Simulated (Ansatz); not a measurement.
HfO₂ (fluorite)

```yaml
crystal:
  lattice:
    - [0.00000, 2.52227, 2.52227]
    - [2.52227, 0.00000, 2.52227]
    - [2.52227, 2.52227, 0.00000]
  atoms:
    - { symbol: Hf, position: [0.00000, 0.00000, 0.00000] }
    - { symbol: O, position: [0.25000, 0.25000, 0.25000] }
    - { symbol: O, position: [0.75000, 0.75000, 0.75000] }
```

Grid over V/V₀ and (c/a)/(c/a)₀, subscript 0 meaning the relaxed cell; the conventional c axis lies along z; no internal relaxation.

The numbers are results of PBEsol (plane waves to 420 eV, PAW, scalar-relativistic; Ansatz, an electronic-structure program), not measurements. k mesh 11×11×11 (Γ-centred), Fermi-Dirac smearing 0.05 eV. E stands for the smeared free energy. HfO2 is run without spin polarisation. HfO2 was relaxed with its symmetry unable to fall. Spin-orbit coupling is left out, though Hf is heavy. The PAW data are Ansatz's earlier set. This is a high-temperature form of HfO2. ΔE is measured from the relaxed starting cell.

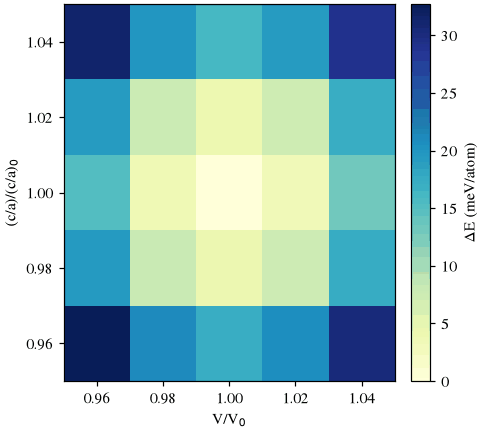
Figure. ΔE (meV/atom) over the 5×5 grid of computed points.

The shear modulus C′ = (C11 − C12)/2 (fit, atoms clamped) is 234 GPa. Lowest place on the grid: V/V₀ = 1.000, (c/a)/(c/a)₀ = 1.000 (0.0 meV/atom). Highest place on the grid: V/V₀ = 0.960, (c/a)/(c/a)₀ = 0.960 (32.7 meV/atom).

Near the relaxed cell σzz − σxx = −2Cδ (compression positive), C being this modulus and δ the logarithm of the ratio.

(A scan under strain: stresses follow from slopes of the energy per volume, elastic moduli from its curvatures.)
